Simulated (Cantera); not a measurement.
Charge: 1 mol Si, a varied amount of Cl₂, equilibrated at 573.15 K and 11.0 Pa.

These are equilibrium values from Cantera (NASA tables, ideal gas, pure condensed phases), not measurements of a reactor. Candidate condensed phases: Si; 9 gas species. The numbers say what is thermodynamically allowed, not how fast it happens.

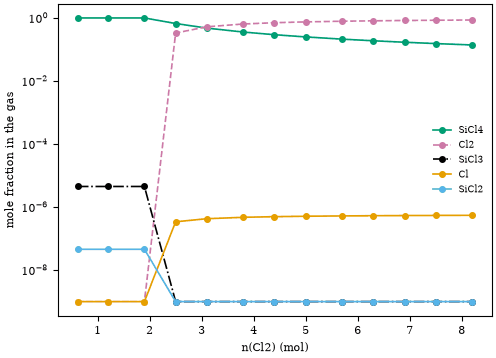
Figure: Equilibrium gas composition (values under 1e-9 drawn at 1e-9)

From 0.62 mol Cl₂ to 1.9 mol Cl₂ the condensed part is Si(s). From 2.5 mol Cl₂ to 8.2 mol Cl₂ nothing is condensed. The main Si-bearing gas is SiCl₄ throughout.
